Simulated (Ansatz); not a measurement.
# C2H3FN2S: shape, modes and thermochemistry

Aim: relax C2H3FN2S from a cheap starting geometry, check the end point by its vibrations and derive ideal-gas thermochemistry, and look at its orbitals and charge.

Program: Ansatz 0.2.0, Gaussian basis. Level of theory: RKS PBE0-D4/def2-TZVP. These are calculated values, not measurements.

Plan: relaxation at PBE-D4/def2-SVP; relaxation at PBE0-D4/def2-TZVP; harmonic vibrations at the same level; a single point in def2-TZVPP for the fields.

### Step 1. The system as given

SMILES `N=CN=C(F)S`, 9 atoms, charge 0, spin multiplicity 1.

Atoms are counted from 1 here; the program's logs count them from 0.

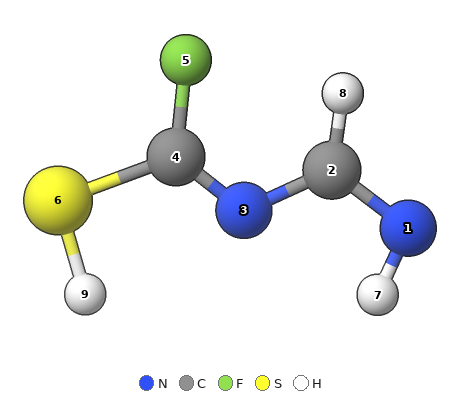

As it starts; nitrogen blue, carbon grey, fluorine green, sulfur yellow, hydrogen white; atoms are numbered from 1 in the order of the file.

The start is a force-field geometry with small random shifts, so a cheaper pass at PBE-D4/def2-SVP comes first.

### Step 2. Geometry optimisation, PBE-D4/def2-SVP (cheap first pass)

in.yaml

```yaml
crystal:
  periodic: [false, false, false]
  atoms:
    - {symbol: N, position_ang: [1.492900, -1.827200, 0.110800]}
    - {symbol: C, position_ang: [0.621000, -0.982300, -0.478400]}
    - {symbol: N, position_ang: [0.056200, -0.006900, 0.290100]}
    - {symbol: C, position_ang: [-0.657600, 0.801100, -0.289200]}
    - {symbol: F, position_ang: [-1.023000, 0.650100, -1.600900]}
    - {symbol: S, position_ang: [-1.481000, 2.089200, 0.612200]}
    - {symbol: H, position_ang: [1.528600, -1.474800, 1.081600]}
    - {symbol: H, position_ang: [0.427200, -1.079900, -1.555700]}
    - {symbol: H, position_ang: [-0.875800, 1.784500, 1.812500]}
basis:
  gaussian: {orbitals: def2-SVP}
hamiltonian: {xc: pbe, dispersion: d4}
relax: {f_tol: 0.03, max_steps: 200}
```

The run is started by

```sh
> ansatz run in.yaml --threads 4 --pin off --events-out ev --progress --plain --max-ram 10444MiB
```

Standard output, cut to the lines that bear on the results:

```text
Functional definition: PBE
  name "PBE"
  cite "Perdew, Burke & Ernzerhof, Phys. Rev. Lett. 77, 3865 (1996) doi:10.1103/PhysRevLett.77.3865"
  parent pbe
[...]
1187 factors; their error is unknown
[...]
mean field -18631.21274707 eV, -684.6844397653 hartree, gradient 6.3e-5 eV, S^2 0.000000; 0 other end points of the search recorded, 0 dependent functions left out
[...]
reference -18631.21277473 eV, -684.6844407816 hartree; 27, 27 occupied and 76, 76 virtual orbitals, 1187 factors
relax step   1: F+E_penalty+E_count = -18631.41382571 eV  Δ(F+E_penalty+E_count) = +0.000e0 eV  max|allowed force component| = 3.530e0 eV/Å  Δτ_max = 0.0000 Å  (32 SCF iters, accepted)
[...]
relax step   6: F+E_penalty+E_count = -18631.91597770 eV  Δ(F+E_penalty+E_count) = -1.141e-3 eV  max|allowed force component| = 8.615e-2 eV/Å  Δτ_max = 0.0163 Å  (33 SCF iters, accepted)
[...]
relax step   7: F+E_penalty+E_count = -18631.91631785 eV  Δ(F+E_penalty+E_count) = -3.401e-4 eV  max|allowed force component| = 2.633e-2 eV/Å  Δτ_max = 0.0087 Å  (32 SCF iters, accepted)
1187 factors; their error is unknown
mean field -18631.71971717 eV, -684.7030705728 hartree, gradient 3.0e-5 eV, S^2 0.000000; 1 other end points of the search recorded, 0 dependent functions left out
[...]
reference -18631.71974509 eV, -684.7030715988 hartree; 27, 27 occupied and 76, 76 virtual orbitals, 1187 factors
Total energy: -18631.91634577 eV, -684.7102965406 hartree
Atom 0 at     1.525935    -1.870360     0.065236 Å, force    -0.018817    -0.016144     0.006971 eV/Å
Atom 1 at     0.693610    -1.037067    -0.436242 Å, force     0.026333     0.013338    -0.012400 eV/Å
Atom 2 at     0.087645     0.001625     0.292419 Å, force    -0.016931     0.002096     0.011557 eV/Å
Atom 3 at    -0.717922     0.819264    -0.253428 Å, force     0.000793    -0.007736     0.003385 eV/Å
Atom 4 at    -1.075123     0.797839    -1.558922 Å, force    -0.005289     0.000668    -0.000169 eV/Å
Atom 5 at    -1.542339     2.148131     0.557958 Å, force     0.011254    -0.001983    -0.003440 eV/Å
Atom 6 at     1.652586    -1.640100     1.069903 Å, force     0.008518     0.010358     0.000202 eV/Å
Atom 7 at     0.429214    -1.128946    -1.511647 Å, force    -0.002569     0.000624    -0.006070 eV/Å
Atom 8 at    -0.965107     1.863414     1.757723 Å, force    -0.003292    -0.001221    -0.000035 eV/Å
Dipole moment:    -0.285802     0.454641     0.267391 e Å
```

Wall time 9 s (4 threads of Arm Neoverse V1, shared host).

The steps of the relaxation:

```tsv
step	energy from step 1 (eV)	largest force component (eV/Å)
1	0.0000	3.5302
2	-0.3615	1.6327
3	-0.4503	0.9760
4	-0.4833	0.4583
5	-0.5010	0.1573
6	-0.5022	0.0862
7	-0.5025	0.0263
```

Distances of close pairs at the start and the end, largest changes first:

```tsv
bond	before (Å)	after (Å)	change (Å)
N1–C2	1.350	1.280	-0.069
N3–C4	1.224	1.271	+0.047
C2–N3	1.364	1.406	+0.042
S6–H9	1.378	1.362	-0.017
C4–F5	1.370	1.354	-0.016
C4–S6	1.775	1.762	-0.013
C2–H8	1.099	1.111	+0.012
N1–H7	1.033	1.038	+0.005
```

### Step 3. Geometry optimisation, PBE0-D4/def2-TZVP

in.yaml

```yaml
crystal:
  periodic: [false, false, false]
  atoms:
    - {symbol: N, position_ang: [1.525935, -1.870360, 0.065236]}
    - {symbol: C, position_ang: [0.693610, -1.037067, -0.436242]}
    - {symbol: N, position_ang: [0.087645, 0.001625, 0.292419]}
    - {symbol: C, position_ang: [-0.717922, 0.819264, -0.253428]}
    - {symbol: F, position_ang: [-1.075123, 0.797839, -1.558922]}
    - {symbol: S, position_ang: [-1.542339, 2.148131, 0.557958]}
    - {symbol: H, position_ang: [1.652586, -1.640100, 1.069903]}
    - {symbol: H, position_ang: [0.429214, -1.128946, -1.511647]}
    - {symbol: H, position_ang: [-0.965107, 1.863414, 1.757723]}
basis:
  gaussian: {orbitals: def2-TZVP}
hamiltonian: {xc: pbe0, dispersion: d4}
relax: {f_tol: 0.005, max_steps: 150}
```

Same command.

Standard output, cut to the lines that bear on the results:

```text
Functional definition: PBE0
  name "PBE0"
  cite "Adamo & Barone, J. Chem. Phys. 110, 6158 (1999) doi:10.1063/1.478522"
  cite "Perdew, Burke & Ernzerhof, Phys. Rev. Lett. 77, 3865 (1996) doi:10.1103/PhysRevLett.77.3865"
  parent pbe
[...]
1229 factors; their error is unknown
[...]
mean field -18645.26280441 eV, -685.2007698490 hartree, gradient 2.5e-5 eV, S^2 0.000000; 0 other end points of the search recorded, 0 dependent functions left out
[...]
reference -18645.26283031 eV, -685.2007708009 hartree; 27, 27 occupied and 183, 183 virtual orbitals, 1229 factors
relax step   1: F+E_penalty+E_count = -18645.42801865 eV  Δ(F+E_penalty+E_count) = +0.000e0 eV  max|allowed force component| = 1.048e0 eV/Å  Δτ_max = 0.0000 Å  (34 SCF iters, accepted)
[...]
Total energy: -18645.48730572 eV, -685.2090201199 hartree
Atom 0 at     1.501652    -1.848826     0.058194 Å, force    -0.000605     0.000484    -0.000162 eV/Å
Atom 1 at     0.688303    -1.022407    -0.438582 Å, force    -0.000079    -0.000065     0.001216 eV/Å
Atom 2 at     0.090276     0.005565     0.301344 Å, force     0.001660    -0.002401    -0.002752 eV/Å
Atom 3 at    -0.707587     0.806224    -0.239755 Å, force    -0.002949     0.002412    -0.000474 eV/Å
Atom 4 at    -1.061157     0.770037    -1.531091 Å, force     0.001896    -0.001945     0.000645 eV/Å
Atom 5 at    -1.525835     2.125402     0.543839 Å, force    -0.000344     0.000714     0.001926 eV/Å
Atom 6 at     1.638146    -1.641778     1.049418 Å, force     0.000113    -0.000142     0.000385 eV/Å
Atom 7 at     0.431223    -1.104297    -1.495620 Å, force     0.000041     0.000886     0.000139 eV/Å
Atom 8 at    -0.966522     1.863880     1.735254 Å, force     0.000268     0.000056    -0.000923 eV/Å
Dipole moment:    -0.314890     0.487172     0.250120 e Å
```

Run time: 27 s. Hardware: 4 threads of Arm Neoverse V1, shared host; peak memory 0.54 GiB.

The steps of the relaxation:

```tsv
step	energy from step 1 (eV)	largest force component (eV/Å)
1	0.0000	1.0480
2	-0.0531	0.3371
3	-0.0576	0.1336
4	-0.0589	0.0593
5	-0.0592	0.0242
6	-0.0593	0.0085
7	-0.0593	0.0029
```

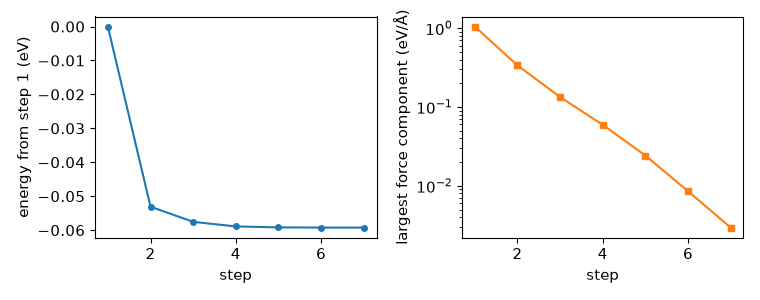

Energy and force, step by step.

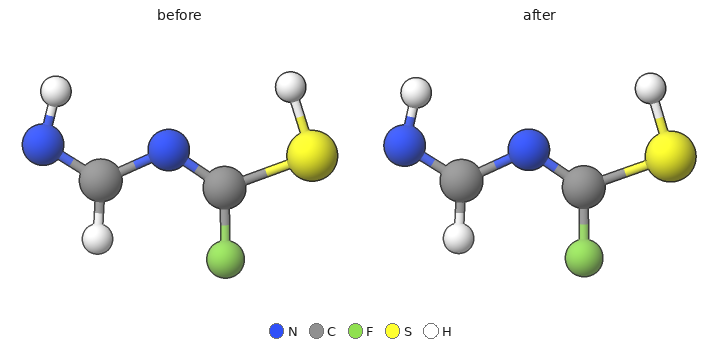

Before and after, at one scale.

Close pairs (by a distance rule), those that changed most:

```tsv
bond	before (Å)	after (Å)	change (Å)
C4–S6	1.762	1.739	-0.023
C2–H8	1.111	1.091	-0.020
S6–H9	1.362	1.342	-0.020
N1–C2	1.280	1.261	-0.019
N3–C4	1.271	1.253	-0.018
N1–H7	1.038	1.022	-0.017
C4–F5	1.354	1.339	-0.014
C2–N3	1.406	1.401	-0.005
```

Mulliken charges of the relaxed molecule (report file):

```tsv
atom	value (e)
N1	-0.30
C2	0.01
N3	-0.24
C4	0.26
F5	-0.16
S6	-0.10
H7	0.21
H8	0.12
H9	0.19
```

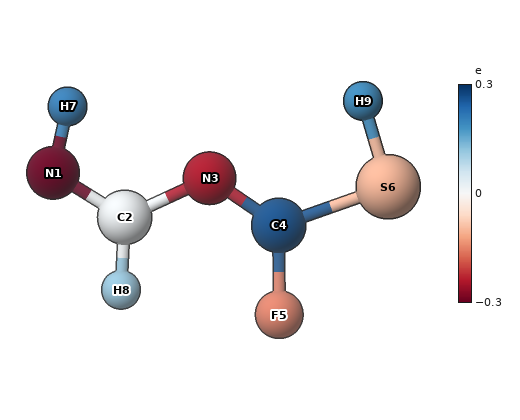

Mulliken charges of the relaxed molecule (report file), as colours on the atoms.

### Step 4. Force constants and modes

in.yaml

```yaml
crystal:
  periodic: [false, false, false]
  atoms:
    - {symbol: N, position_ang: [1.501652, -1.848826, 0.058194]}
    - {symbol: C, position_ang: [0.688303, -1.022407, -0.438582]}
    - {symbol: N, position_ang: [0.090276, 0.005565, 0.301344]}
    - {symbol: C, position_ang: [-0.707587, 0.806224, -0.239755]}
    - {symbol: F, position_ang: [-1.061157, 0.770037, -1.531091]}
    - {symbol: S, position_ang: [-1.525835, 2.125402, 0.543839]}
    - {symbol: H, position_ang: [1.638146, -1.641778, 1.049418]}
    - {symbol: H, position_ang: [0.431223, -1.104297, -1.495620]}
    - {symbol: H, position_ang: [-0.966522, 1.863880, 1.735254]}
basis:
  gaussian: {orbitals: def2-TZVP}
hamiltonian: {xc: pbe0, dispersion: d4}
phonons: {temperatures: {t_min: 298.15, t_max: 900, t_step: 200}}
```

The command is unchanged.

Standard output, cut to the lines that bear on the results:

```text
Functional definition: PBE0
  name "PBE0"
  cite "Adamo & Barone, J. Chem. Phys. 110, 6158 (1999) doi:10.1063/1.478522"
  cite "Perdew, Burke & Ernzerhof, Phys. Rev. Lett. 77, 3865 (1996) doi:10.1103/PhysRevLett.77.3865"
  parent pbe
[...]
1229 factors; their error is unknown
[...]
mean field -18645.32043610 eV, -685.2028877745 hartree, gradient 3.8e-5 eV, S^2 0.000000; 0 other end points of the search recorded, 0 dependent functions left out
[...]
reference -18645.32046183 eV, -685.2028887203 hartree; 27, 27 occupied and 183, 183 virtual orbitals, 1229 factors
[...]
1229 factors; their error is unknown
mean field -18645.32034560 eV, -685.2028844486 hartree, gradient 1.4e-6 eV, S^2 0.000000; 0 other end points of the search recorded, 0 dependent functions left out
[...]
reference -18645.32037133 eV, -685.2028853943 hartree; 27, 27 occupied and 183, 183 virtual orbitals, 1229 factors
[...]
Atom 1 at     0.688303    -1.022407    -0.438582 Å, force    -0.000107    -0.000053     0.001194 eV/Å
Atom 2 at     0.090276     0.005565     0.301344 Å, force     0.001672    -0.002397    -0.002736 eV/Å
Atom 3 at    -0.707587     0.806224    -0.239755 Å, force    -0.002964     0.002424    -0.000459 eV/Å
Atom 4 at    -1.061157     0.770037    -1.531091 Å, force     0.001892    -0.001948     0.000613 eV/Å
Atom 5 at    -1.525835     2.125402     0.543839 Å, force    -0.000331     0.000707     0.001945 eV/Å
Atom 6 at     1.638146    -1.641778     1.049418 Å, force     0.000115    -0.000142     0.000406 eV/Å
Atom 7 at     0.431223    -1.104297    -1.495620 Å, force     0.000036     0.000894     0.000141 eV/Å
Atom 8 at    -0.966522     1.863880     1.735254 Å, force     0.000261     0.000059    -0.000940 eV/Å
Dipole moment:    -0.314889     0.487171     0.250120 e Å
Vibrations: 65.09 178.10 178.73 330.75 351.33 464.67 519.10 644.95 858.62 901.20 936.28 1062.04 1112.03 1166.75 1256.20 1424.14 1701.04 1759.04 2729.71 3131.07 3467.20 cm⁻¹, zero-point energy 1.502565 eV
```

Run time: 2.1 min. Hardware: 4 threads of Arm Neoverse V1, shared host; peak memory 0.54 GiB.

Motions are named by where the mode's potential energy lies. Wavenumbers, unscaled:

```tsv
mode	cm⁻¹	motion
1	65	torsion
2	178	torsion with bend
3	179	bend with torsion
4	331	bend
5	351	torsion
6	465	C–S stretch with bend
7	519	bend
8	645	wag or twist with out-of-plane bend
9	859	bend with C–F stretch
10	901	wag or twist
11	936	bend
12	1062	C–N stretch
13	1112	bend
14	1167	C–F stretch with bend
15	1256	bend
16	1424	bend
17	1701	C–N stretch
18	1759	C–N stretch
19	2730	S–H stretch
20	3131	C–H stretch
21	3467	N–H stretch
```

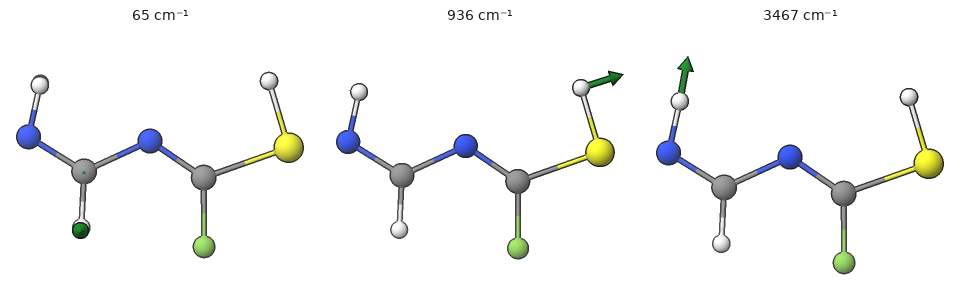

Displacements of 3 modes, as arrows.

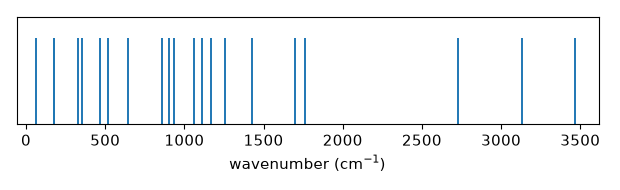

The harmonic wavenumbers as sticks (no intensities were computed).

Ideal gas, rigid rotor and harmonic oscillator at 298.15 K and 1 bar, with symmetry number 1:

```tsv
term	value
zero-point energy	34.6 kcal/mol
H(298) − E	39.3 kcal/mol
entropy, translation	167.0 J/(mol K)
entropy, rotation	114.7 J/(mol K)
entropy, vibration	57.8 J/(mol K)
entropy, total	339.5 J/(mol K)
```

### Step 5. A single point for the fields

Changes to in.yaml since step 4:

```diff
@@ -13,4 +13,4 @@
 basis:
-  gaussian: {orbitals: def2-TZVP}
+  gaussian: {orbitals: def2-TZVPP}
 hamiltonian: {xc: pbe0, dispersion: d4}
-phonons: {temperatures: {t_min: 298.15, t_max: 900, t_step: 200}}
+output: {orbitals: {seedname: orbitals}}
```

Launched as before.

Standard output:

```text
Functional definition: PBE0
  name "PBE0"
  cite "Adamo & Barone, J. Chem. Phys. 110, 6158 (1999) doi:10.1063/1.478522"
  cite "Perdew, Burke & Ernzerhof, Phys. Rev. Lett. 77, 3865 (1996) doi:10.1103/PhysRevLett.77.3865"
  parent pbe
  parameter a = 0.25
  parameter kappa = 0.804
  parameter beta = 0.06672455060314922
  exchange = (1 - a)*pbe_x(kappa = kappa, mu = beta*pi^2/3) + a*exact_x
  correlation = pbe_c(beta = beta)
1318 factors; their error is unknown
mean field evaluation 1: about -18636.5492 eV, gradient 6.5e1 eV
mean field evaluation 2: about -18550.7610 eV, gradient 1.5e2 eV
mean field evaluation 4: about -18644.8856 eV, gradient 1.3e1 eV
mean field evaluation 8: about -18645.3390 eV, gradient 2.4e-1 eV
mean field evaluation 16: about -18645.3683 eV, gradient 1.4e-3 eV
mean field -18645.36826384 eV, -685.2046454117 hartree, gradient 5.4e-5 eV, S^2 0.000000; 0 other end points of the search recorded, 0 dependent functions left out
reference -18645.36828966 eV, -685.2046463605 hartree; 27, 27 occupied and 212, 212 virtual orbitals, 1318 factors
Total energy: -18645.53513346 eV, -685.2107777572 hartree
```

It took 2.9 s on 4 threads of Arm Neoverse V1, shared host; peak memory 0.56 GiB.

Orbitals, density, ELF and potential are computed afterwards from the orbital file.

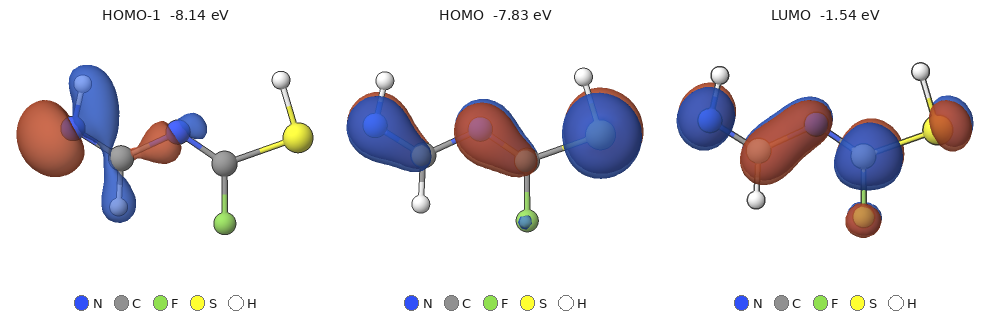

PBE0-D4/def2-TZVPP orbitals near the gap, drawn at the value that encloses 70 % of each; the two colours are the two signs.

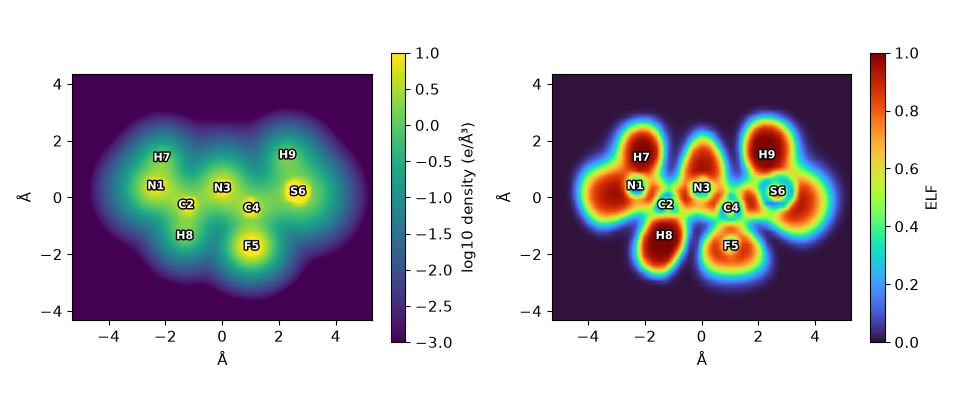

Density (left) and ELF (right) in a plane through or near 9 of the atoms.

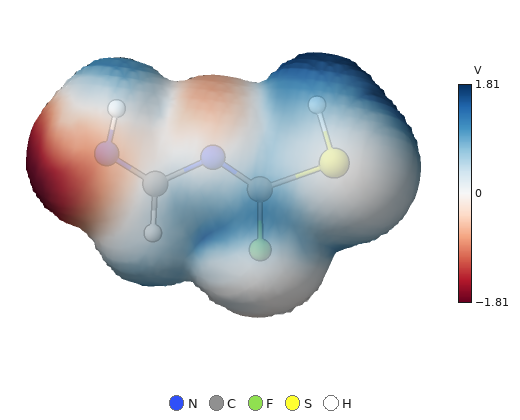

Electrostatic potential on the surface of density 0.002 e/bohr³; red is low, blue high. It runs from -1.81 V near N1 to 1.77 V near H9.

### Step 6. Outcome

| quantity | value |
| --- | --- |
| point group | Cs |
| steps | 7 + 7 |
| shift from the start (rms) | 0.111 Å |
| total energy | -18645.4873 eV |
| dispersion term | -167 meV |
| dipole moment | 3.03 D |
| lowest, highest wavenumber | 65, 3467 cm⁻¹ |
| zero-point energy | 34.6 kcal/mol |
| entropy at 298.15 K | 339.5 J/(mol K) |
| HOMO, LUMO | -7.83, -1.54 eV |

The atoms moved 0.11 Å (rms) from the start; the bond that changed most is N1–C2, from 1.350 to 1.261 Å. No mode is imaginary: a true minimum at this level. The stiffest mode, 3467 cm⁻¹, is an N–H stretch, and 3 modes under 200 cm⁻¹ make the vibrational entropy uncertain. Harmonic hybrid wavenumbers usually lie a few per cent above measured fundamentals. The largest Mulliken charge, -0.30 e, sits on N1. The HOMO lies mostly on S6 39 %; N1, N3 about 21 % each and the LUMO on C4 33 %; N1 20 %.
